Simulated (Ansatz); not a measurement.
# GeHO (quartet): wB97M-V, B2PLYP over vertical spin and charge gaps, def2-QZVPP

Aim: run GeHO (quartet) with these functionals over vertical spin and charge gaps, and hold them against the top wave-function level at the same points.

Program: Ansatz 0.2.0, Gaussian basis. Level of theory: def2-QZVPP, all electrons in the functionals, frozen cores in the correlation of double hybrids and RPA. These are calculated values, not measurements.

To be run: wB97M-V, B2PLYP, at charge 0, quartet; charge 0, doublet; charge 0, sextet; charge 1, triplet; charge 1, quintet.

10 further runs of the same task are left out: 10 set aside as unsound or not needed.

### 1 The geometry

The geometry is a PBE0/def2-TZVP stationary point (not a proven minimum). No spin-orbit coupling is included. The filled d shell of Ge may be among the frozen orbitals whatever the setting's name suggests; the logs give the count.

3 atoms, charge 0, spin multiplicity 4.

Atoms are counted from 1 here; the program's logs count them from 0.

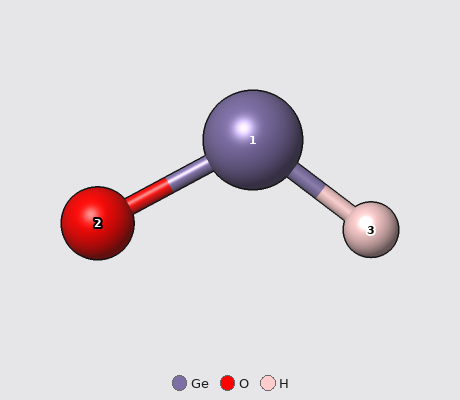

The geometry (germanium purple, oxygen red, hydrogen pink); atoms are numbered from 1 in the order of the file.

No dispersion term is added; wB97M-V holds VV10 nonlocal correlation.

The geometry shown and the zero of energy belong to the point charge 0, quartet. The yardstick, RCCSD(T), and other wave-function levels (R restricted, U unrestricted, valence and pair active spaces) come from earlier runs.

### 2 wB97M-V, charge 0, quartet

Input file in.yaml:

```yaml
crystal:
  periodic: [false, false, false]
  atoms:
    - {symbol: Ge, position_ang: [0.000000, -0.037540, 0.321995]}
    - {symbol: O, position_ang: [0.000000, 0.086176, -1.528961]}
    - {symbol: H, position_ang: [0.000000, 1.337542, 1.064259]}
basis:
  gaussian: {orbitals: "def2-QZVPP.json"}
magnetization: {spin_polarized: true, initial_magnetization: 3}
hamiltonian: {xc: {name: wB97M-V}}
output: {orbitals: {seedname: orbitals}}
```

Launch:

```
> ansatz run in.yaml --threads 2 --pin off --events-out ev --progress --plain --max-ram 16896MiB --backend cuda --devices 0, --max-vram 18GiB
```

The log of the run (excerpt; [...] marks lines left out):

```text
Functional definition: wB97M-V
  name "wB97M-V"
  cite "Mardirossian & Head-Gordon, J. Chem. Phys. 144, 214110 (2016) doi:10.1063/1.4952647"
  cite "Becke, J. Chem. Phys. 107, 8554 (1997) doi:10.1063/1.475007"
  cite "Vydrov & Van Voorhis, J. Chem. Phys. 133, 244103 (2010) doi:10.1063/1.3521275"
  # Of w^i u^j: cxij and so on, Table III.
[...]
  gx(w, u) = 1 - cx + cx01*u + cx10*w
  gss(w, u) = css00 + css04*u^4 + css10*w + css20*w^2 + css43*w^4*u^3
  gos(w, u) = cos00 + cos10*w + (cos20 + cos21*u)*w^2 + (cos60 + cos61*u)*w^6
[...]
      + integral(e_c_pw_mod_opposite_spin*gos(b97_w_opposite, b97_u_opposite)) + vv10(b, c)
780 factors; their error is unknown
146 factors; integrals over basis functions are off by at most 1.8e-5 eV
[...]
mean field -58575.19227371 eV, -2152.5986123674 hartree, gradient 7.2e-7 eV, S^2 3.758469; 2 other end points of the search recorded, 0 dependent functions left out
reference -58575.19231158 eV, -2152.5986137592 hartree; 22, 19 occupied and 154, 157 virtual orbitals, 780 factors
Total energy: -58575.19231158 eV, -2152.5986137592 hartree
```

Run time: 5.5 s. Hardware: 1 × H100 (card shared with other runs) with 2 threads of AMD EPYC 7R13, shared host; peak host memory 0.88 GiB.

From the report: ⟨S²⟩ of the determinant 3.758 (pure quartet: 3.75).

### 3 wB97M-V, charge 0, doublet

Changes to in.yaml since step 2:

```diff
@@ -8,3 +8,3 @@
   gaussian: {orbitals: "def2-QZVPP.json"}
-magnetization: {spin_polarized: true, initial_magnetization: 3}
+magnetization: {spin_polarized: true, initial_magnetization: 1}
 hamiltonian: {xc: {name: wB97M-V}}
```

Launched as before.

The log of the run (excerpt; [...] marks lines left out):

```text
Functional definition: wB97M-V
  name "wB97M-V"
  cite "Mardirossian & Head-Gordon, J. Chem. Phys. 144, 214110 (2016) doi:10.1063/1.4952647"
  cite "Becke, J. Chem. Phys. 107, 8554 (1997) doi:10.1063/1.475007"
  cite "Vydrov & Van Voorhis, J. Chem. Phys. 133, 244103 (2010) doi:10.1063/1.3521275"
  # Of w^i u^j: cxij and so on, Table III.
[...]
  gx(w, u) = 1 - cx + cx01*u + cx10*w
  gss(w, u) = css00 + css04*u^4 + css10*w + css20*w^2 + css43*w^4*u^3
  gos(w, u) = cos00 + cos10*w + (cos20 + cos21*u)*w^2 + (cos60 + cos61*u)*w^6
[...]
      + integral(e_c_pw_mod_opposite_spin*gos(b97_w_opposite, b97_u_opposite)) + vv10(b, c)
780 factors; their error is unknown
146 factors; integrals over basis functions are off by at most 1.8e-5 eV
[...]
mean field -58577.53276144 eV, -2152.6846237051 hartree, gradient 4.7e-5 eV, S^2 0.768225; 3 other end points of the search recorded, 0 dependent functions left out
reference -58577.53280138 eV, -2152.6846251730 hartree; 21, 20 occupied and 155, 156 virtual orbitals, 780 factors
Total energy: -58577.53280138 eV, -2152.6846251730 hartree
```

Wall time 19 s (1 × H100 (card shared with other runs) with 2 threads of AMD EPYC 7R13, shared host); peak host memory 0.88 GiB.

From the report: ⟨S²⟩ of the determinant 0.768 (pure doublet: 0.75).

From charge 0, quartet: -54.0 kcal/mol.

### 4 wB97M-V, charge 0, sextet

Changes to in.yaml since step 3:

```diff
@@ -8,3 +8,3 @@
   gaussian: {orbitals: "def2-QZVPP.json"}
-magnetization: {spin_polarized: true, initial_magnetization: 1}
+magnetization: {spin_polarized: true, initial_magnetization: 5}
 hamiltonian: {xc: {name: wB97M-V}}
```

Launched as before.

The log of the run (excerpt; [...] marks lines left out):

```text
Functional definition: wB97M-V
  name "wB97M-V"
  cite "Mardirossian & Head-Gordon, J. Chem. Phys. 144, 214110 (2016) doi:10.1063/1.4952647"
  cite "Becke, J. Chem. Phys. 107, 8554 (1997) doi:10.1063/1.475007"
  cite "Vydrov & Van Voorhis, J. Chem. Phys. 133, 244103 (2010) doi:10.1063/1.3521275"
  # Of w^i u^j: cxij and so on, Table III.
[...]
  gx(w, u) = 1 - cx + cx01*u + cx10*w
  gss(w, u) = css00 + css04*u^4 + css10*w + css20*w^2 + css43*w^4*u^3
  gos(w, u) = cos00 + cos10*w + (cos20 + cos21*u)*w^2 + (cos60 + cos61*u)*w^6
[...]
      + integral(e_c_pw_mod_opposite_spin*gos(b97_w_opposite, b97_u_opposite)) + vv10(b, c)
780 factors; their error is unknown
146 factors; integrals over basis functions are off by at most 1.8e-5 eV
[...]
mean field -58568.51262633 eV, -2152.3531398541 hartree, gradient 1.2e-5 eV, S^2 8.756370; 4 other end points of the search recorded, 0 dependent functions left out
reference -58568.51266186 eV, -2152.3531411597 hartree; 23, 18 occupied and 153, 158 virtual orbitals, 780 factors
Total energy: -58568.51266186 eV, -2152.3531411597 hartree
```

It took 3.8 s on 1 × H100 (card shared with other runs) with 2 threads of AMD EPYC 7R13, shared host; peak host memory 0.88 GiB.

From the report: ⟨S²⟩ of the determinant 8.756 (pure sextet: 8.75).

From charge 0, quartet: +154.0 kcal/mol.

### 5 wB97M-V, charge 1, triplet

Changes to in.yaml since step 4:

```diff
@@ -8,3 +8,4 @@
   gaussian: {orbitals: "def2-QZVPP.json"}
-magnetization: {spin_polarized: true, initial_magnetization: 5}
+total_charge: 1
+magnetization: {spin_polarized: true, initial_magnetization: 2}
 hamiltonian: {xc: {name: wB97M-V}}
```

Same command.

The log of the run (excerpt; [...] marks lines left out):

```text
Functional definition: wB97M-V
  name "wB97M-V"
  cite "Mardirossian & Head-Gordon, J. Chem. Phys. 144, 214110 (2016) doi:10.1063/1.4952647"
  cite "Becke, J. Chem. Phys. 107, 8554 (1997) doi:10.1063/1.475007"
  cite "Vydrov & Van Voorhis, J. Chem. Phys. 133, 244103 (2010) doi:10.1063/1.3521275"
  # Of w^i u^j: cxij and so on, Table III.
[...]
  gx(w, u) = 1 - cx + cx01*u + cx10*w
  gss(w, u) = css00 + css04*u^4 + css10*w + css20*w^2 + css43*w^4*u^3
  gos(w, u) = cos00 + cos10*w + (cos20 + cos21*u)*w^2 + (cos60 + cos61*u)*w^6
[...]
      + integral(e_c_pw_mod_opposite_spin*gos(b97_w_opposite, b97_u_opposite)) + vv10(b, c)
780 factors; their error is unknown
146 factors; integrals over basis functions are off by at most 1.8e-5 eV
[...]
mean field -58567.52908763 eV, -2152.3169954732 hartree, gradient 7.7e-6 eV, S^2 2.013695; 1 other end points of the search recorded, 0 dependent functions left out
reference -58567.52912820 eV, -2152.3169969642 hartree; 21, 19 occupied and 155, 157 virtual orbitals, 780 factors
Total energy: -58567.52912820 eV, -2152.3169969642 hartree
```

It took 7 s on 1 × H100 (card shared with other runs) with 2 threads of AMD EPYC 7R13, shared host; peak host memory 0.88 GiB.

From the report: ⟨S²⟩ of the determinant 2.014 (pure triplet: 2.00).

From charge 0, quartet: +176.7 kcal/mol.

### 6 wB97M-V, charge 1, quintet

Changes to in.yaml since step 5:

```diff
@@ -9,3 +9,3 @@
 total_charge: 1
-magnetization: {spin_polarized: true, initial_magnetization: 2}
+magnetization: {spin_polarized: true, initial_magnetization: 4}
 hamiltonian: {xc: {name: wB97M-V}}
```

Same command.

The log of the run (excerpt; [...] marks lines left out):

```text
Functional definition: wB97M-V
  name "wB97M-V"
  cite "Mardirossian & Head-Gordon, J. Chem. Phys. 144, 214110 (2016) doi:10.1063/1.4952647"
  cite "Becke, J. Chem. Phys. 107, 8554 (1997) doi:10.1063/1.475007"
  cite "Vydrov & Van Voorhis, J. Chem. Phys. 133, 244103 (2010) doi:10.1063/1.3521275"
  # Of w^i u^j: cxij and so on, Table III.
[...]
  gx(w, u) = 1 - cx + cx01*u + cx10*w
  gss(w, u) = css00 + css04*u^4 + css10*w + css20*w^2 + css43*w^4*u^3
  gos(w, u) = cos00 + cos10*w + (cos20 + cos21*u)*w^2 + (cos60 + cos61*u)*w^6
[...]
      + integral(e_c_pw_mod_opposite_spin*gos(b97_w_opposite, b97_u_opposite)) + vv10(b, c)
780 factors; their error is unknown
146 factors; integrals over basis functions are off by at most 1.8e-5 eV
[...]
mean field -58563.34405591 eV, -2152.1631983943 hartree, gradient 2.7e-5 eV, S^2 6.008398; 4 other end points of the search recorded, 0 dependent functions left out
reference -58563.34409614 eV, -2152.1631998727 hartree; 22, 18 occupied and 154, 158 virtual orbitals, 780 factors
Total energy: -58563.34409614 eV, -2152.1631998727 hartree
```

Run time: 9 s. Hardware: 1 × H100 (card shared with other runs) with 2 threads of AMD EPYC 7R13, shared host; peak host memory 0.88 GiB.

From the report: ⟨S²⟩ of the determinant 6.008 (pure quintet: 6.00).

From charge 0, quartet: +273.2 kcal/mol.

### 7 B2PLYP, charge 0, quartet

Input file in.yaml:

```yaml
crystal:
  periodic: [false, false, false]
  atoms:
    - {symbol: Ge, position_ang: [0.000000, -0.037540, 0.321995]}
    - {symbol: O, position_ang: [0.000000, 0.086176, -1.528961]}
    - {symbol: H, position_ang: [0.000000, 1.337542, 1.064259]}
basis:
  gaussian: {orbitals: "def2-QZVPP.json"}
magnetization: {spin_polarized: true, initial_magnetization: 3}
hamiltonian: {xc: {name: B2PLYP}}
correlation: {electrons: outside_noble_gas}
```

Same command.

The log of the run (excerpt; [...] marks lines left out):

```text
Functional definition: B2PLYP
  name "B2PLYP"
  cite "Grimme, J. Chem. Phys. 124, 034108 (2006) doi:10.1063/1.2148954"
  cite "Becke, Phys. Rev. A 38, 3098 (1988) doi:10.1103/PhysRevA.38.3098"
  cite "Lee, Yang & Parr, Phys. Rev. B 37, 785 (1988) doi:10.1103/PhysRevB.37.785"
[...]
1153 factors; integrals over basis functions are off by at most 1.2e-3 eV
[...]
mean field -58564.08280095 eV, -2152.1903467737 hartree, gradient 1.7e-6 eV, S^2 3.764325; 3 other end points of the search recorded, 0 dependent functions left out
15 core orbitals not correlated: weight in the atoms' cores, before any rotation towards them, 0.990 or more for the frozen orbitals, at most 0.010 for the correlated occupied ones
reference -58564.08292796 eV, -2152.1903514413 hartree; 7, 4 occupied and 154, 157 virtual orbitals, 1153 factors
second order -9.45686565 eV of doubles, -0.00000000 eV of singles
Total energy: -58566.63628168 eV, -2152.2841854600 hartree
```

Run time: 3.3 s. Hardware: 1 × H100 (card shared with other runs) with 2 threads of AMD EPYC 7R13, shared host; peak host memory 0.88 GiB.

From the report: ⟨S²⟩ of the determinant 3.764 (pure quartet: 3.75).

### 8 B2PLYP, charge 0, doublet

Changes to in.yaml since step 7:

```diff
@@ -8,3 +8,3 @@
   gaussian: {orbitals: "def2-QZVPP.json"}
-magnetization: {spin_polarized: true, initial_magnetization: 3}
+magnetization: {spin_polarized: true, initial_magnetization: 1}
 hamiltonian: {xc: {name: B2PLYP}}
```

Launched as before.

The log of the run (excerpt; [...] marks lines left out):

```text
Functional definition: B2PLYP
  name "B2PLYP"
  cite "Grimme, J. Chem. Phys. 124, 034108 (2006) doi:10.1063/1.2148954"
  cite "Becke, Phys. Rev. A 38, 3098 (1988) doi:10.1103/PhysRevA.38.3098"
  cite "Lee, Yang & Parr, Phys. Rev. B 37, 785 (1988) doi:10.1103/PhysRevB.37.785"
[...]
1153 factors; integrals over basis functions are off by at most 1.2e-3 eV
[...]
mean field -58565.96999205 eV, -2152.2596997676 hartree, gradient 5.3e-6 eV, S^2 0.772562; 8 other end points of the search recorded, 0 dependent functions left out
15 core orbitals not correlated: weight in the atoms' cores, before any rotation towards them, 0.996 or more for the frozen orbitals, at most 0.007 for the correlated occupied ones
reference -58565.97012147 eV, -2152.2597045237 hartree; 6, 5 occupied and 155, 156 virtual orbitals, 1153 factors
second order -11.20251406 eV of doubles, -0.00000000 eV of singles
Total energy: -58568.99480027 eV, -2152.3708594193 hartree
```

Run time: 12 s. Hardware: 1 × H100 (card shared with other runs) with 2 threads of AMD EPYC 7R13, shared host; peak host memory 0.87 GiB.

From the report: ⟨S²⟩ of the determinant 0.773 (pure doublet: 0.75).

From charge 0, quartet: -54.4 kcal/mol.

### 9 B2PLYP, charge 0, sextet

Changes to in.yaml since step 8:

```diff
@@ -8,3 +8,3 @@
   gaussian: {orbitals: "def2-QZVPP.json"}
-magnetization: {spin_polarized: true, initial_magnetization: 1}
+magnetization: {spin_polarized: true, initial_magnetization: 5}
 hamiltonian: {xc: {name: B2PLYP}}
```

Launched as before.

The log of the run (excerpt; [...] marks lines left out):

```text
Functional definition: B2PLYP
  name "B2PLYP"
  cite "Grimme, J. Chem. Phys. 124, 034108 (2006) doi:10.1063/1.2148954"
  cite "Becke, Phys. Rev. A 38, 3098 (1988) doi:10.1103/PhysRevA.38.3098"
  cite "Lee, Yang & Parr, Phys. Rev. B 37, 785 (1988) doi:10.1103/PhysRevB.37.785"
[...]
1153 factors; integrals over basis functions are off by at most 1.2e-3 eV
[...]
mean field -58557.81987304 eV, -2151.9601884182 hartree, gradient 3.3e-6 eV, S^2 8.759478; 4 other end points of the search recorded, 0 dependent functions left out
15 core orbitals not correlated: weight in the atoms' cores, before any rotation towards them, 0.837 or more for the frozen orbitals, at most 0.161 for the correlated occupied ones
reference -58557.81999869 eV, -2151.9601930357 hartree; 8, 3 occupied and 153, 158 virtual orbitals, 1153 factors
second order -7.70253511 eV of doubles, -0.00000000 eV of singles
Total energy: -58559.89968317 eV, -2152.0366200307 hartree
```

Run time: 6.5 s. Hardware: 1 × H100 (card shared with other runs) with 2 threads of AMD EPYC 7R13, shared host; peak host memory 0.87 GiB.

From the report: ⟨S²⟩ of the determinant 8.759 (pure sextet: 8.75).

From charge 0, quartet: +155.3 kcal/mol.

### 10 B2PLYP, charge 1, triplet

Changes to in.yaml since step 9:

```diff
@@ -8,3 +8,4 @@
   gaussian: {orbitals: "def2-QZVPP.json"}
-magnetization: {spin_polarized: true, initial_magnetization: 5}
+total_charge: 1
+magnetization: {spin_polarized: true, initial_magnetization: 2}
 hamiltonian: {xc: {name: B2PLYP}}
```

Same command.

The log of the run (excerpt; [...] marks lines left out):

```text
Functional definition: B2PLYP
  name "B2PLYP"
  cite "Grimme, J. Chem. Phys. 124, 034108 (2006) doi:10.1063/1.2148954"
  cite "Becke, Phys. Rev. A 38, 3098 (1988) doi:10.1103/PhysRevA.38.3098"
  cite "Lee, Yang & Parr, Phys. Rev. B 37, 785 (1988) doi:10.1103/PhysRevB.37.785"
[...]
1153 factors; integrals over basis functions are off by at most 1.2e-3 eV
[...]
mean field -58556.46912418 eV, -2151.9105493132 hartree, gradient 2.0e-6 eV, S^2 2.022062; 2 other end points of the search recorded, 0 dependent functions left out
15 core orbitals not correlated: weight in the atoms' cores, before any rotation towards them, 0.996 or more for the frozen orbitals, at most 0.006 for the correlated occupied ones
reference -58556.46924647 eV, -2151.9105538074 hartree; 6, 4 occupied and 155, 157 virtual orbitals, 1153 factors
second order -9.34989323 eV of doubles, -0.00000000 eV of singles
Total energy: -58558.99371765 eV, -2152.0033264119 hartree
```

It took 6 s on 1 × H100 (card shared with other runs) with 2 threads of AMD EPYC 7R13, shared host; peak host memory 0.87 GiB.

From the report: ⟨S²⟩ of the determinant 2.022 (pure triplet: 2.00).

From charge 0, quartet: +176.2 kcal/mol.

### 11 B2PLYP, charge 1, quintet

Changes to in.yaml since step 10:

```diff
@@ -9,3 +9,3 @@
 total_charge: 1
-magnetization: {spin_polarized: true, initial_magnetization: 2}
+magnetization: {spin_polarized: true, initial_magnetization: 4}
 hamiltonian: {xc: {name: B2PLYP}}
```

Launched as before.

The log of the run (excerpt; [...] marks lines left out):

```text
Functional definition: B2PLYP
  name "B2PLYP"
  cite "Grimme, J. Chem. Phys. 124, 034108 (2006) doi:10.1063/1.2148954"
  cite "Becke, Phys. Rev. A 38, 3098 (1988) doi:10.1103/PhysRevA.38.3098"
  cite "Lee, Yang & Parr, Phys. Rev. B 37, 785 (1988) doi:10.1103/PhysRevB.37.785"
[...]
1153 factors; integrals over basis functions are off by at most 1.2e-3 eV
[...]
mean field -58552.85942358 eV, -2151.7778952628 hartree, gradient 2.5e-6 eV, S^2 6.013439; 6 other end points of the search recorded, 0 dependent functions left out
15 core orbitals not correlated: weight in the atoms' cores, before any rotation towards them, 0.912 or more for the frozen orbitals, at most 0.088 for the correlated occupied ones
reference -58552.85954930 eV, -2151.7778998830 hartree; 7, 3 occupied and 154, 158 virtual orbitals, 1153 factors
second order -6.99467742 eV of doubles, -0.00000000 eV of singles
Total energy: -58554.74811220 eV, -2151.8473032896 hartree
```

It took 7 s on 1 × H100 (card shared with other runs) with 2 threads of AMD EPYC 7R13, shared host; peak host memory 0.88 GiB.

From the report: ⟨S²⟩ of the determinant 6.013 (pure quintet: 6.00).

From charge 0, quartet: +274.1 kcal/mol.

### 12 The comparison

No level is safe as a reference over these points; RCCSD(T) serves as a yardstick only. It comes from earlier runs at the same points. Energies in kcal/mol, counted from charge 0, quartet; blanks weren't run or aren't comparable.

```tsv
level	quartet to doublet	quartet to sextet	ionisation to the triplet cation	ionisation to the quintet cation
RCCSD(T)	-55.3	150.6	177.9	272.1
wB97M-V	-54.0	154.0	176.7	273.2
B2PLYP	-54.4	155.3	176.2	274.1
```

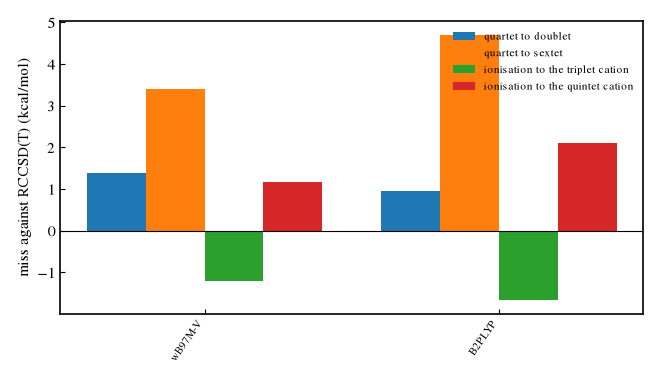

Misses of the gaps against RCCSD(T).

Largest miss and mean time a point (RCCSD(T) took 20 s a point; shared hosts):

```tsv
level	largest miss (kcal/mol)	where	time a point
wB97M-V	+3.4	quartet to sextet	8.9 s
B2PLYP	+4.7	quartet to sextet	7 s
```

### 13 Summary of results

```
                                  quantity                              value
              quartet to doublet, RCCSD(T)                     -55.3 kcal/mol
               quartet to sextet, RCCSD(T)                     150.6 kcal/mol
ionisation to the triplet cation, RCCSD(T)                     177.9 kcal/mol
ionisation to the quintet cation, RCCSD(T)                     272.1 kcal/mol
                     largest miss, wB97M-V  +3.4 kcal/mol (quartet to sextet)
                      largest miss, B2PLYP  +4.7 kcal/mol (quartet to sextet)
```

Of the functionals, wB97M-V keep the smallest largest miss at the points compared (at most 3.4 kcal/mol) and B2PLYP strays most (4.7 kcal/mol, at quartet to sextet). Functionals and the yardstick converge differently with the basis, so part of each miss in def2-QZVPP is the basis. The yardstick itself may be off where one determinant is a poor start.
